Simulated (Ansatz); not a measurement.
# AlFH4SSi: rotation by 120° about the Si2–S3 bond

Wanted: the energy profile along the rotation by 120° about the Si2–S3 bond, from relaxed end points and a band of images. SMILES of the start: F[SiH2][S][AlH2].

All numbers below are computed with Ansatz 0.2.0 (RKS PBE-D4/def2-SVP).

1 further run of the same task is left out (it didn't finish).

**1. The starting structure**

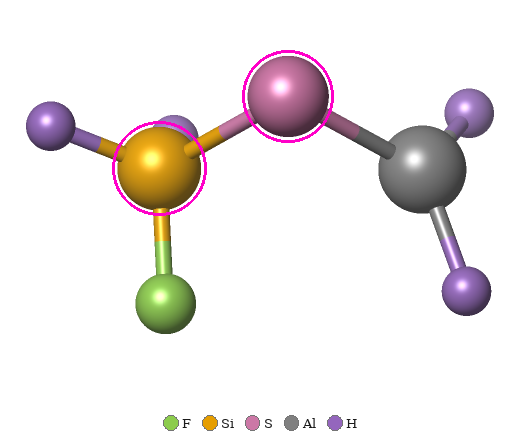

The starting structure, seen from a chosen angle (fluorine green, silicon amber, sulfur pink, aluminium grey, hydrogen purple). Ringed: Si2, S3.

As a file:

```xyz
8

F    -1.4220    0.9018    1.1583
Si    0.0096    1.3234    0.4388
S     1.3655   -0.2858    0.7312
Al    0.2458   -1.7135   -0.5143
H    -0.1675    1.5577   -1.0179
H     0.5473    2.5614    1.0626
H     0.4519   -1.8212   -2.0801
H    -0.9385   -2.5810    0.1656
```

**2. Relaxing end A**

Input file input.yaml:

```yaml
crystal:
  periodic: [false, false, false]
  atoms:
    - { symbol: F, position_ang: [-1.422, 0.9018, 1.1583] }
    - { symbol: Si, position_ang: [0.0096, 1.3234, 0.4388] }
    - { symbol: S, position_ang: [1.3655, -0.2858, 0.7312] }
    - { symbol: Al, position_ang: [0.2458, -1.7135, -0.5143] }
    - { symbol: H, position_ang: [-0.1675, 1.5577, -1.0179] }
    - { symbol: H, position_ang: [0.5473, 2.5614, 1.0626] }
    - { symbol: H, position_ang: [0.4519, -1.8212, -2.0801] }
    - { symbol: H, position_ang: [-0.9385, -2.581, 0.1656] }
basis:
  gaussian: { orbitals: def2-SVP }
hamiltonian:
  xc: pbe
  dispersion: d4
relax:
  f_tol: 0.015
  max_steps: 40
```

Launch:

```
ansatz run input.yaml --threads 1 --pin off --max-ram 2048MiB --backend cpu --events-out ev --progress --plain --runs-dir out
```

Log (excerpt; [...] marks lines left out):

```text
Warning: RAYON_NUM_THREADS=1 ignored (pool sized by the plan → 1); use --threads N
[...]
Functional definition: PBE
[...]
974 factors; their error is unknown
[...]
mean field -28069.04181423 eV, -1031.5182607932 hartree, gradient 5.6e-5 eV, S^2 0.000000; 0 other end points of the search recorded, 0 dependent functions left out
[...]
reference -28069.04185505 eV, -1031.5182622932 hartree; 28, 28 occupied and 60, 60 virtual orbitals, 974 factors
relax step   1: F+E_penalty+E_count = -28069.23660000 eV  Δ(F+E_penalty+E_count) = +0.000e0 eV  max|allowed force component| = 8.121e-1 eV/Å  Δτ_max = 0.0000 Å  (24 SCF iters, accepted)
[...]
relax step   5: F+E_penalty+E_count = -28069.34907656 eV  Δ(F+E_penalty+E_count) = -2.592e-2 eV  max|allowed force component| = 1.467e-1 eV/Å  Δτ_max = 0.2000 Å  (27 SCF iters, accepted)
[...]
relax step   9: F+E_penalty+E_count = -28069.48346659 eV  Δ(F+E_penalty+E_count) = -3.638e-2 eV  max|allowed force component| = 1.317e-1 eV/Å  Δτ_max = 0.1945 Å  (26 SCF iters, accepted)
[...]
relax step  13: F+E_penalty+E_count = -28069.53370458 eV  Δ(F+E_penalty+E_count) = -1.419e-3 eV  max|allowed force component| = 1.628e-1 eV/Å  Δτ_max = 0.1297 Å  (28 SCF iters, accepted)
[...]
relax step  17: F+E_penalty+E_count = -28069.53608203 eV  Δ(F+E_penalty+E_count) = -1.038e-4 eV  max|allowed force component| = 8.109e-3 eV/Å  Δτ_max = 0.0125 Å  (29 SCF iters, accepted)
[...]
relax step  18: F+E_penalty+E_count = -28069.53620528 eV  Δ(F+E_penalty+E_count) = -1.233e-4 eV  max|allowed force component| = 8.918e-3 eV/Å  Δτ_max = 0.0354 Å  (27 SCF iters, accepted)
974 factors; their error is unknown
mean field -28069.34143492 eV, -1031.5292716504 hartree, gradient 1.3e-5 eV, S^2 0.000000; 1 other end points of the search recorded, 0 dependent functions left out
[...]
reference -28069.34147483 eV, -1031.5292731170 hartree; 28, 28 occupied and 60, 60 virtual orbitals, 974 factors
Total energy: -28069.53624519 eV, -1031.5364307958 hartree
Atom 0 at    -1.543855     1.367563     0.456784 Å, force    -0.002578    -0.000899     0.003445 eV/Å
Atom 1 at     0.091285     1.390377     0.327205 Å, force     0.008918    -0.001473    -0.007764 eV/Å
Atom 2 at     0.914397    -0.429440     1.118018 Å, force    -0.008152    -0.000259    -0.006573 eV/Å
Atom 3 at     0.043982    -1.839454    -0.346786 Å, force     0.005575     0.000159     0.008709 eV/Å
Atom 4 at     0.413838     1.571727    -1.125318 Å, force    -0.000536     0.001243     0.006912 eV/Å
Atom 5 at     0.619833     2.509681     1.170185 Å, force    -0.001373    -0.002089    -0.001257 eV/Å
Atom 6 at    -0.710463    -1.242217    -1.617562 Å, force    -0.002138     0.001639    -0.003722 eV/Å
Atom 7 at     0.263082    -3.385438    -0.038326 Å, force     0.000285     0.001681     0.000251 eV/Å
Dipole moment:     0.131902    -0.031925    -0.184306 e Å
```

Wall time 2.2 min (1 thread of Intel Xeon at 2.50GHz (Skylake/Cascade Lake), shared host); peak memory 0.15 GiB.

The steps of the relaxation:

```csv
step,energy from step 1 (eV),largest force component (eV/Å)
1,0.0000,0.8121
2,-0.0709,0.3190
3,-0.0818,0.2211
4,-0.0866,0.1739
5,-0.1125,0.1467
6,-0.1380,0.2707
7,-0.1695,0.3681
8,-0.2105,0.2737
9,-0.2469,0.1317
10,-0.2607,0.2659
11,-0.2855,0.1210
12,-0.2957,0.1271
13,-0.2971,0.1628
14,-0.2988,0.0446
15,-0.2990,0.0861
16,-0.2994,0.0169
17,-0.2995,0.0081
18,-0.2996,0.0089
```

Step 1 is the start.

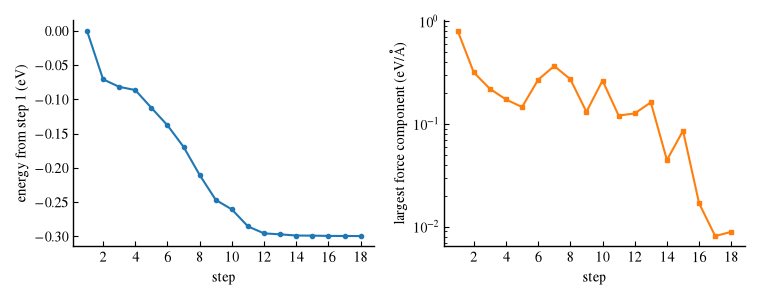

Energy and largest force along the relaxation.

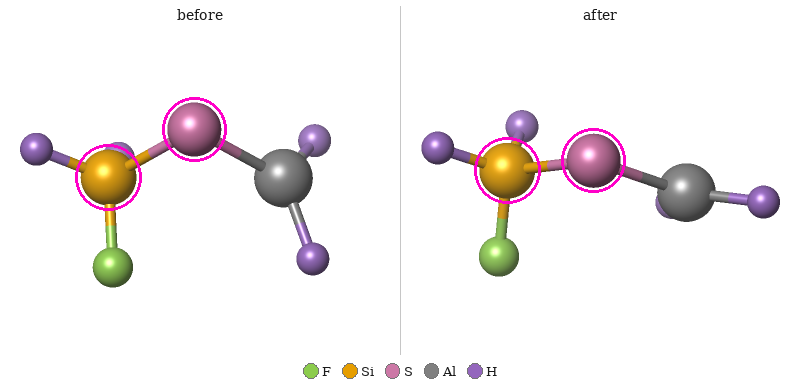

Before and after, at one scale.

After: Bond lengths: F1–Si2 1.640 Å, Si2–S3 2.148 Å, S3–Al4 2.212 Å, Si2–H5 1.499 Å, Si2–H6 1.498 Å, Al4–H7 1.594 Å, Al4–H8 1.592 Å. Angles: F1–Si2–S3 109.9°, F1–Si2–H5 107.0°, F1–Si2–H6 108.5°, S3–Si2–H5 112.1°, S3–Si2–H6 106.9°, H5–Si2–H6 112.3°, Si2–S3–Al4 98.4°, S3–Al4–H7 118.4°, S3–Al4–H8 115.9°, H7–Al4–H8 125.7°.

**3. End point B**

The second end starts from a geometry with the move made by hand.

Input file input.yaml:

```yaml
crystal:
  periodic: [false, false, false]
  atoms:
    - { symbol: F, position_ang: [-1.422, 0.9018, 1.1583] }
    - { symbol: Si, position_ang: [0.0096, 1.3234, 0.4388] }
    - { symbol: S, position_ang: [1.3655, -0.2858, 0.7312] }
    - { symbol: Al, position_ang: [3.09957, 0.76102, -0.12932] }
    - { symbol: H, position_ang: [-0.1675, 1.5577, -1.0179] }
    - { symbol: H, position_ang: [0.5473, 2.5614, 1.0626] }
    - { symbol: H, position_ang: [4.03419, 1.70759, 0.72876] }
    - { symbol: H, position_ang: [3.34417, 0.6837, -1.72669] }
basis:
  gaussian: { orbitals: def2-SVP }
hamiltonian:
  xc: pbe
  dispersion: d4
relax:
  f_tol: 0.015
  max_steps: 40
```

Launch:

```
ansatz run input.yaml --threads 1 --pin off --max-ram 2048MiB --backend cpu --events-out ev --progress --plain --runs-dir out
```

Log (excerpt; [...] marks lines left out):

```text
Warning: RAYON_NUM_THREADS=1 ignored (pool sized by the plan → 1); use --threads N
[...]
[... 1 set-up line as earlier in the session ...]
[...]
974 factors; their error is unknown
[...]
mean field -28068.92040143 eV, -1031.5137989549 hartree, gradient 1.6e-5 eV, S^2 0.000000; 0 other end points of the search recorded, 0 dependent functions left out
[...]
reference -28068.92044141 eV, -1031.5138004244 hartree; 28, 28 occupied and 60, 60 virtual orbitals, 974 factors
relax step   1: F+E_penalty+E_count = -28069.11217091 eV  Δ(F+E_penalty+E_count) = +0.000e0 eV  max|allowed force component| = 6.620e-1 eV/Å  Δτ_max = 0.0000 Å  (26 SCF iters, accepted)
[...]
relax step   5: F+E_penalty+E_count = -28069.18814055 eV  Δ(F+E_penalty+E_count) = -2.598e-3 eV  max|allowed force component| = 4.878e-2 eV/Å  Δτ_max = 0.0541 Å  (27 SCF iters, accepted)
[...]
relax step   9: F+E_penalty+E_count = -28069.29926799 eV  Δ(F+E_penalty+E_count) = -6.650e-2 eV  max|allowed force component| = 4.982e-1 eV/Å  Δτ_max = 0.1900 Å  (26 SCF iters, accepted)
[...]
relax step  13: F+E_penalty+E_count = -28069.50840700 eV  Δ(F+E_penalty+E_count) = -5.187e-2 eV  max|allowed force component| = 5.170e-2 eV/Å  Δτ_max = 0.2000 Å  (26 SCF iters, accepted)
[...]
relax step  16: F+E_penalty+E_count = -28069.52383655 eV  Δ(F+E_penalty+E_count) = -4.207e-3 eV  max|allowed force component| = 1.936e-1 eV/Å  Δτ_max = 0.1653 Å  (27 SCF iters, accepted)
[...]
relax step  17: F+E_penalty+E_count = -28069.52571693 eV  Δ(F+E_penalty+E_count) = -1.880e-3 eV  max|allowed force component| = 1.628e-1 eV/Å  Δτ_max = 0.0536 Å  (28 SCF iters, accepted)
[...]
974 factors; their error is unknown
```

**4. The log goes on: end point B relaxed**

The log, continued (excerpt; [...] marks lines left out):

```text
mean field -28069.33740764 eV, -1031.5291236506 hartree, gradient 1.2e-5 eV, S^2 0.000000; 0 other end points of the search recorded, 0 dependent functions left out
[...]
reference -28069.33744756 eV, -1031.5291251176 hartree; 28, 28 occupied and 60, 60 virtual orbitals, 974 factors
relax step  18: F+E_penalty+E_count = -28069.52964492 eV  Δ(F+E_penalty+E_count) = -3.928e-3 eV  max|allowed force component| = 3.921e-2 eV/Å  Δτ_max = 0.0741 Å  (28 SCF iters, accepted)
[...]
relax step  21: F+E_penalty+E_count = -28069.53213953 eV  Δ(F+E_penalty+E_count) = -2.011e-3 eV  max|allowed force component| = 8.389e-2 eV/Å  Δτ_max = 0.0977 Å  (28 SCF iters, accepted)
[...]
relax step  24: F+E_penalty+E_count = -28069.53477400 eV  Δ(F+E_penalty+E_count) = -8.792e-4 eV  max|allowed force component| = 6.244e-2 eV/Å  Δτ_max = 0.0897 Å  (28 SCF iters, accepted)
[...]
reference -28069.34157138 eV, -1031.5292766653 hartree; 28, 28 occupied and 60, 60 virtual orbitals, 974 factors
Total energy: -28069.53628064 eV, -1031.5364320985 hartree
Atom 0 at    -0.027661     0.767876     1.738571 Å, force     0.000331     0.002406    -0.002031 eV/Å
Atom 1 at    -0.041580     1.496867     0.268964 Å, force    -0.003538     0.003251    -0.000268 eV/Å
Atom 2 at     1.158784     0.375530    -1.114906 Å, force     0.000795     0.001460     0.002532 eV/Å
Atom 3 at     3.126514     0.668040    -0.149754 Å, force     0.000030    -0.000035    -0.001972 eV/Å
Atom 4 at    -1.443921     1.479271    -0.256790 Å, force     0.005281    -0.000907     0.001037 eV/Å
Atom 5 at     0.473753     2.890767     0.463878 Å, force    -0.001742    -0.005205     0.000682 eV/Å
Atom 6 at     3.229755     1.691368     1.068507 Å, force    -0.000992    -0.000347     0.000102 eV/Å
Atom 7 at     4.335187    -0.158910    -0.772719 Å, force    -0.000164    -0.000624    -0.000082 eV/Å
Dipole moment:     0.111212     0.189093    -0.071998 e Å
```

It took 3.1 min on 1 thread of Intel Xeon at 2.50GHz (Skylake/Cascade Lake), shared host; peak memory 0.15 GiB.

Relaxation path:

```csv
step,energy from step 1 (eV),largest force component (eV/Å)
1,0.0000,0.6620
2,-0.0580,0.3841
3,-0.0690,0.1519
4,-0.0734,0.0776
5,-0.0760,0.0488
6,-0.0794,0.0319
7,-0.0939,0.3439
8,-0.1206,0.5632
9,-0.1871,0.4982
10,-0.2811,0.2671
11,-0.3374,0.2211
12,-0.3444,0.4719
13,-0.3962,0.0517
14,-0.4019,0.1185
15,-0.4075,0.0525
16,-0.4117,0.1936
17,-0.4135,0.1628
18,-0.4175,0.0392
19x,-0.4174,0.0583
20,-0.4180,0.0134
21,-0.4200,0.0839
22,-0.4208,0.1404
23,-0.4217,0.0739
24,-0.4226,0.0624
25,-0.4233,0.0145
26,-0.4238,0.0321
27,-0.4240,0.0298
28,-0.4240,0.0159
29,-0.4241,0.0053
```

Step 1 is the start. 1 step was tried and not accepted (marked x).

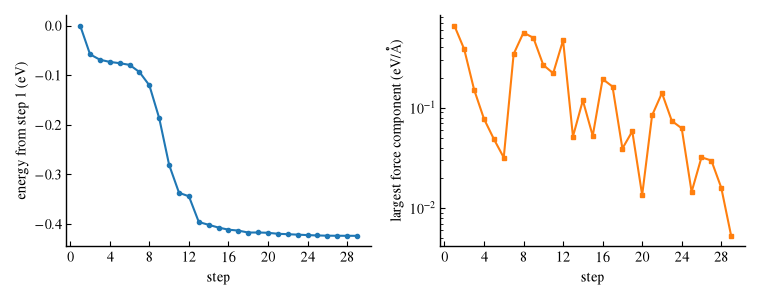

Energy and largest force along the relaxation.

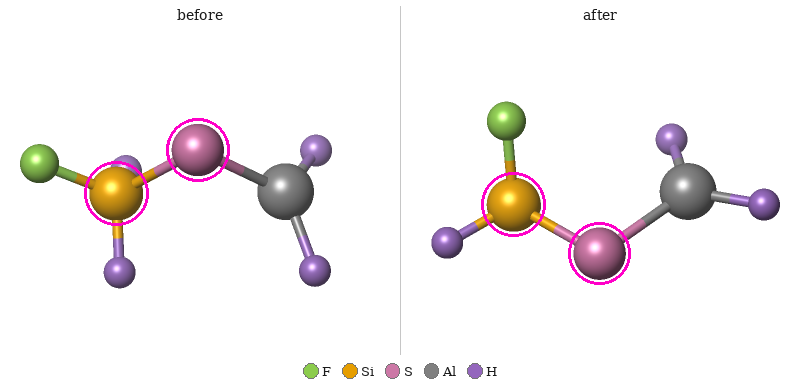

The structure before (left) and after (right), drawn at the same scale.

After: Bond lengths: F1–Si2 1.641 Å, Si2–S3 2.148 Å, S3–Al4 2.211 Å, Si2–H5 1.498 Å, Si2–H6 1.499 Å, Al4–H7 1.594 Å, Al4–H8 1.591 Å. Angles: F1–Si2–S3 109.9°, F1–Si2–H5 108.5°, F1–Si2–H6 107.1°, S3–Si2–H5 106.9°, S3–Si2–H6 112.2°, H5–Si2–H6 112.2°, Si2–S3–Al4 98.5°, S3–Al4–H7 118.4°, S3–Al4–H8 115.9°, H7–Al4–H8 125.7°.

**5. The band**

crystal.atoms is end A as relaxed above, and neb.final_atoms is end B, turned to lie on A. With 7 inner images the band has 9 in all. The start path is listed, through a guess of the saddle.

Input file input.yaml:

```yaml
crystal:
  periodic: [false, false, false]
  atoms:
    - { symbol: F, position_ang: [-1.543855, 1.367563, 0.456784] }
    - { symbol: Si, position_ang: [0.091285, 1.390377, 0.327205] }
    - { symbol: S, position_ang: [0.914397, -0.42944, 1.118018] }
    - { symbol: Al, position_ang: [0.043982, -1.839454, -0.346786] }
    - { symbol: H, position_ang: [0.413838, 1.571727, -1.125318] }
    - { symbol: H, position_ang: [0.619833, 2.509681, 1.170185] }
    - { symbol: H, position_ang: [-0.710463, -1.242217, -1.617562] }
    - { symbol: H, position_ang: [0.263082, -3.385438, -0.038326] }
basis:
  gaussian: { orbitals: def2-SVP }
hamiltonian:
  xc: pbe
  dispersion: d4
neb:
  order_check: false
  images: 7
  f_tol: 0.05
  max_iterations: 41
  final_atoms:
    - { symbol: F, position_ang: [-0.91686702, 1.52876508, -1.16163175] }
    - { symbol: Si, position_ang: [0.20513403, 1.41889365, 0.03017706] }
    - { symbol: S, position_ang: [1.45541256, -0.29637989, -0.29846693] }
    - { symbol: Al, position_ang: [-0.07575722, -1.86984323, -0.03621881] }
    - { symbol: H, position_ang: [1.09165042, 2.6241058, -0.03938972] }
    - { symbol: H, position_ang: [-0.53852777, 1.3358688, 1.32886516] }
    - { symbol: H, position_ang: [-1.52062531, -1.44342389, 0.48583626] }
    - { symbol: H, position_ang: [0.39167931, -3.35518731, -0.36497126] }
  initial_path:
    images:
      - { positions_ang: [[-1.543855, 1.367563, 0.456784], [0.091285, 1.390377, 0.327205], [0.914397, -0.42944, 1.118018], [0.043982, -1.839454, -0.346786], [0.413838, 1.571727, -1.125318], [0.619833, 2.509681, 1.170185], [-0.710463, -1.242217, -1.617562], [0.263082, -3.385438, -0.038326]] }
      - { positions_ang: [[-1.48974194, 1.47790303, 0.72305064], [0.02347848, 1.36553176, 0.35660946], [0.87601486, -0.42599207, 1.16122126], [0.13408871, -1.8088799, -0.37200399], [0.11249616, 1.40865822, -1.05837365], [0.6707991, 2.47322632, 0.93152982], [-0.18422628, -1.37662957, -1.63347212], [-0.05081008, -3.17101879, -0.16436141]] }
      - { positions_ang: [[-1.43562887, 1.58824306, 0.98931727], [-0.04432805, 1.34068651, 0.38601392], [0.83763272, -0.42254414, 1.20442452], [0.22419541, -1.77830579, -0.39722199], [-0.18884569, 1.24558944, -0.99142929], [0.7217652, 2.43677164, 0.69287464], [0.34201043, -1.51104213, -1.64938224], [-0.36470216, -2.95659959, -0.29039683]] }
      - { positions_ang: [[-1.38151581, 1.69858308, 1.25558391], [-0.11213457, 1.31584127, 0.41541838], [0.79925059, -0.41909621, 1.24762777], [0.31430212, -1.74773169, -0.42243998], [-0.49018753, 1.08252067, -0.92448494], [0.7727313, 2.40031696, 0.45421945], [0.86824715, -1.6454547, -1.66529236], [-0.67859425, -2.74218038, -0.41643224]] }
      - { positions_ang: [[-1.32740274, 1.80892311, 1.52185055], [-0.17994109, 1.29099603, 0.44482285], [0.76086845, -0.41564827, 1.29083103], [0.40440882, -1.71715759, -0.44765797], [-0.79152938, 0.91945189, -0.85754059], [0.8236974, 2.36386229, 0.21556427], [1.39448387, -1.77986727, -1.68120248], [-0.99248633, -2.52776118, -0.54246766]] }
      - { positions_ang: [[-1.22476881, 1.7388836, 0.85097997], [-0.08367231, 1.32297043, 0.3411614], [0.93450448, -0.38583118, 0.89350654], [0.28436731, -1.755329, -0.34479818], [-0.32073443, 1.34561537, -0.65300287], [0.48314111, 2.10686392, 0.49388949], [0.66570657, -1.69575642, -1.1394428], [-0.64644492, -2.73461771, -0.49809356]] }
      - { positions_ang: [[-1.12213488, 1.6688441, 0.1801094], [0.01259647, 1.35494484, 0.23749995], [1.1081405, -0.35601408, 0.49618205], [0.1643258, -1.79350041, -0.24193839], [0.15006052, 1.77177884, -0.44846516], [0.14258482, 1.84986554, 0.77221472], [-0.06307072, -1.61164558, -0.59768311], [-0.30040351, -2.94147425, -0.45371946]] }
      - { positions_ang: [[-1.01950095, 1.59880459, -0.49076118], [0.10886525, 1.38691924, 0.13383851], [1.28177653, -0.32619699, 0.09885756], [0.04428429, -1.83167182, -0.1390786], [0.62085547, 2.19794232, -0.24392744], [-0.19797148, 1.59286717, 1.05053994], [-0.79184802, -1.52753474, -0.05592343], [0.0456379, -3.14833078, -0.40934536]] }
      - { positions_ang: [[-0.91686702, 1.52876508, -1.16163175], [0.20513403, 1.41889365, 0.03017706], [1.45541256, -0.29637989, -0.29846693], [-0.07575722, -1.86984323, -0.03621881], [1.09165042, 2.6241058, -0.03938972], [-0.53852777, 1.3358688, 1.32886516], [-1.52062531, -1.44342389, 0.48583626], [0.39167931, -3.35518731, -0.36497126]] }
```

Launch:

```
ansatz run input.yaml --threads 1 --pin off --max-ram 2048MiB --backend cpu --events-out ev --progress --plain --runs-dir out
```

Log (excerpt; [...] marks lines left out):

```text
Warning: RAYON_NUM_THREADS=1 ignored (pool sized by the plan → 1); use --threads N
[...]
[... 1 set-up line as earlier in the session ...]
[...]
974 factors; their error is unknown
[...]
mean field -28069.34144512 eV, -1031.5292720251 hartree, gradient 1.6e-5 eV, S^2 0.000000; 0 other end points of the search recorded, 0 dependent functions left out
[...]
reference -28069.34148516 eV, -1031.5292734965 hartree; 28, 28 occupied and 60, 60 virtual orbitals, 974 factors
974 factors; their error is unknown
[...]
mean field -28069.34152896 eV, -1031.5292751062 hartree, gradient 1.7e-5 eV, S^2 0.000000; 0 other end points of the search recorded, 0 dependent functions left out
[...]
reference -28069.34156874 eV, -1031.5292765680 hartree; 28, 28 occupied and 60, 60 virtual orbitals, 974 factors
NEB end point (image 0): max|allowed force component| = 8.829e-3 eV/Å (the criterion of neb.relax_end_points is 1.000e-2)
[...]
NEB iter  22: max|band force component| = 4.294e-2 eV/Å  barrier→ = 0.0535 eV  barrier← = 0.0536 eV  CI = image 4  Δτ_max = 0.0000 Å  (378 SCF iters)
Total energy: -28069.48272534 eV, -1031.5344639774 hartree
Atom 0 at    -1.177947     1.253524    -0.595918 Å, force    -0.027883     0.007020    -0.018918 eV/Å
Atom 1 at     0.256689     1.492931     0.161398 Å, force     0.042937    -0.036173     0.026817 eV/Å
Atom 2 at     1.213570    -0.383379     0.594910 Å, force    -0.005274     0.013622     0.004809 eV/Å
Atom 3 at    -0.171267    -1.936042    -0.153240 Å, force     0.018174     0.012589    -0.006366 eV/Å
Atom 4 at     1.133809     2.299689    -0.746434 Å, force    -0.003270     0.004780    -0.014012 eV/Å
Atom 5 at    -0.013994     2.217978     1.444119 Å, force    -0.009210     0.008568     0.005700 eV/Å
Atom 6 at    -1.539146    -1.603175    -0.886974 Å, force    -0.014612     0.001899     0.000664 eV/Å
Atom 7 at     0.390385    -3.398727     0.126338 Å, force    -0.000862    -0.012306     0.001306 eV/Å
Dipole moment:     0.005417     0.055292     0.009241 e Å
this run last wrote the band of iteration 22 to <dir>
```

Run time: 13 min. Hardware: 1 thread of Intel Xeon at 2.50GHz (Skylake/Cascade Lake), shared host; peak memory 0.14 GiB.

(Part 1 of 2 ends here.)
